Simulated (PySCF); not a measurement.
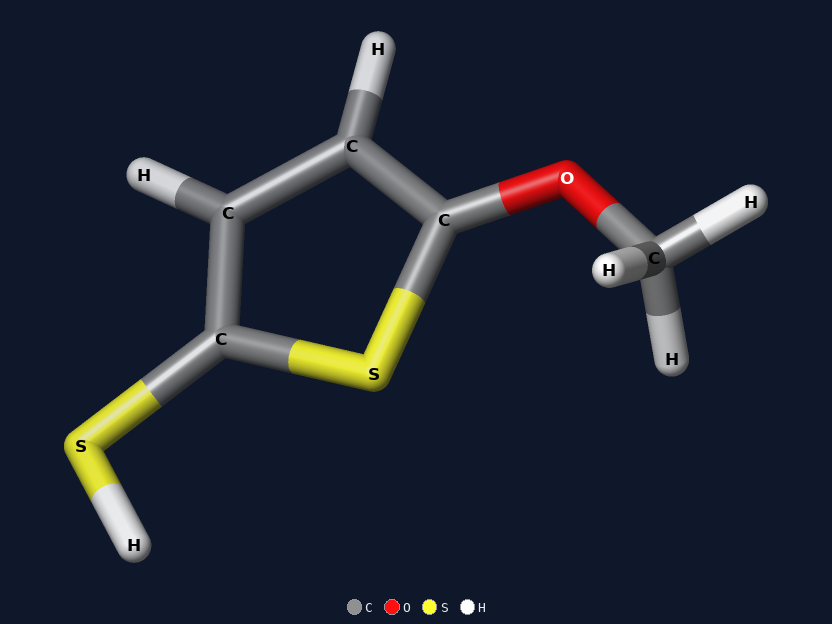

Charge +1, doublet. The geometry was computed by an optimisation with GFN2-xTB. No frequency run is at hand to confirm it as a minimum. Method: UKS B3LYP, pcH-1 on C H O S, non-relativistic (PySCF 2.14.0).

What is the isotropic g value?

2.00503.

Estimate the ⟨S²⟩ of the determinant.

0.757.
